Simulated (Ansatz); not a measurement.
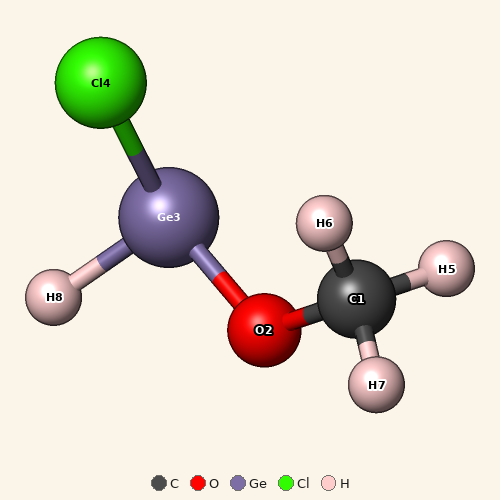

The system is CH₄ClGeO, SMILES C[O][GeH][Cl], spin multiplicity 2; the picture shows the reference structure. First axis: dihedral C1–O2–Ge3–Cl4. Second axis: dihedral H5–C1–O2–Ge3. Nothing is relaxed (all other coordinates rigid). The grid has 8 × 7 points. Points are written as (first, second). All energies are given in kcal/mol relative to the lowest grid point. Theory: Ansatz, UKS PBE0-D4/def2-SVP.

Its coordinates:

```xyz
8

C     0.5342    1.0221   -0.3866
O     0.7509   -0.2108    0.2481
Ge   -0.3193   -1.6177    0.0914
Cl   -2.3672   -0.8843    0.3077
H     0.8703    1.0036   -1.4387
H    -0.5278    1.3227   -0.3631
H     1.1230    1.7868    0.1435
H     0.0280   -2.4794    1.3419
```

Range: dihedral C1–O2–Ge3–Cl4 from −180 to 135°; dihedral H5–C1–O2–Ge3 from −171 to 9°.

Predict the map.

Answer. The lowest grid point is at (−45°, −81°). The energy also falls towards the edge at (−45°, 9°) (0.73 kcal/mol above the lowest) and (−45°, −171°) (0.84 kcal/mol above the lowest), where a further well may lie outside the range. There are further wells near (135°, −21°) (3.58 kcal/mol above the lowest at that grid point); (135°, −111°) (3.85 kcal/mol above the lowest at that grid point). The highest grid point, (90°, −141°), lies 5.29 kcal/mol above the lowest. On the interpolated surface the easiest way out of the lowest well to the well at about (150°, −25°) passes a barrier of about 4.3 kcal/mol.

| dihedral H5–C1–O2–Ge3 ↓, dihedral C1–O2–Ge3–Cl4 → | −180 | −135 | −90 | −45 | 0 | 45 | 90 | 135 |
| --- | --- | --- | --- | --- | --- | --- | --- | --- |
| 9 | 4.59 | 4.97 | 2.91 | 0.73 | 2.51 | 4.87 | 4.71 | 3.93 |
| −21 | 3.98 | 4.59 | 2.57 | 0.81 | 2.18 | 4.29 | 5.00 | 3.58 |
| −51 | 3.74 | 4.23 | 2.11 | 0.34 | 1.97 | 3.74 | 4.63 | 3.81 |
| −81 | 4.15 | 4.39 | 2.18 | 0.00 | 1.97 | 4.01 | 4.20 | 3.99 |
| −111 | 4.46 | 4.79 | 2.66 | 0.37 | 2.10 | 4.54 | 4.56 | 3.85 |
| −141 | 4.31 | 4.91 | 2.83 | 0.91 | 2.22 | 4.42 | 5.29 | 3.92 |
| −171 | 4.35 | 4.87 | 2.71 | 0.84 | 2.45 | 4.23 | 5.24 | 4.46 |

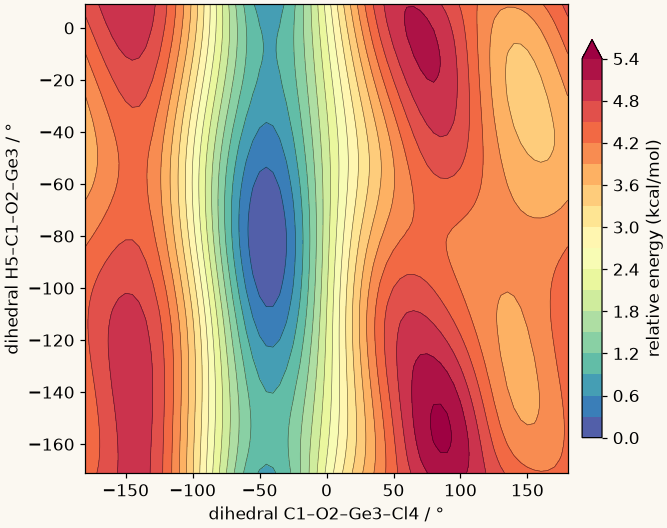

In the figure: filled contours, one colour for all values above the top of the scale. Between grid points the surface is interpolated.

Each point was launched as `ansatz run input.yaml --threads 1 --pin off --max-ram 2560MiB --backend cpu --events-out ev --progress --plain --runs-dir out`. The whole map (56 points run) took 9.6 min on 1 thread of Intel(R) Xeon(R) Platinum 8259CL CPU @ 2.50GHz (Skylake/Cascade Lake) (shared host).
